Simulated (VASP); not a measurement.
Band structure of BaS (rock salt). These are LDA (Ceperley-Alder, Perdew-Zunger) with spin-orbit coupling, VASP's LDA PAW potentials (set 64) (plane waves; VASP 6.6.1) values and carry that method's errors.

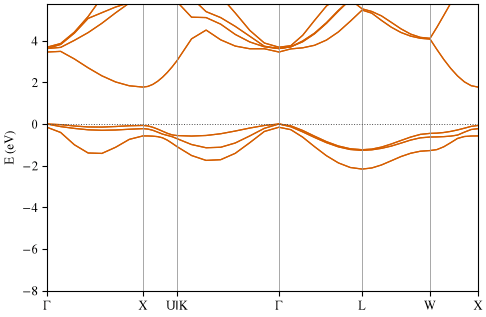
Figure. Bands along high-symmetry lines, zero at the valence-band maximum or, without a gap, the Fermi level

Problem. Read the plot: is there a gap, and where are the band edges?

Solution. The gap is indirect, 1.77 eV, from the valence maximum at Γ to the conduction minimum at X.

The compound is BaS in the rock salt structure. It was relaxed first.
